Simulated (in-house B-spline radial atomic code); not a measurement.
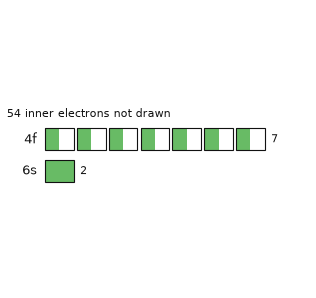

Figure 1. The outer shells as the input fills them: a box for each of the 2l + 1 orbitals, shaded by the share of the shell that is filled, with the electron count at the right.

**RPA and GW calculation, with input and output: Eu**

- system: Eu, configuration [Xe] 4f7 6s2, inside a hard wall of radius 3.5 bohr.
- method: RPA, second-order and SOSEX correlation energies and G0W0 (contour deformation) on a scalar-relativistic (spin-free one-electron X2C) mean field, all electrons, B-spline basis (in-house B-spline radial atomic code)

## What the run reported

| quantity | value |
| --- | --- |
| outcome | refused by the program |
| hardware | 1 CPU thread, shared host |

## What went wrong

The program refused the input; the driver noted: an empty level lies below or at an occupied one.

## Input file
```
Z = 63
electrons = 63.0
configuration = [Xe] 4f7 6s2
hamiltonian = x2c
method = pbe,pbe
lmax = 9
wall_radius = 3.5
rms_radius = 5.1115
spin_polarised = True
box_radius = 3.5
intervals = 62
```

Launched within a batch (the task file carries these settings):
```bash
python <driver script> task.json out
```

The program writes its results to a structured record and prints no log; tables and figures of this report are taken from that record.
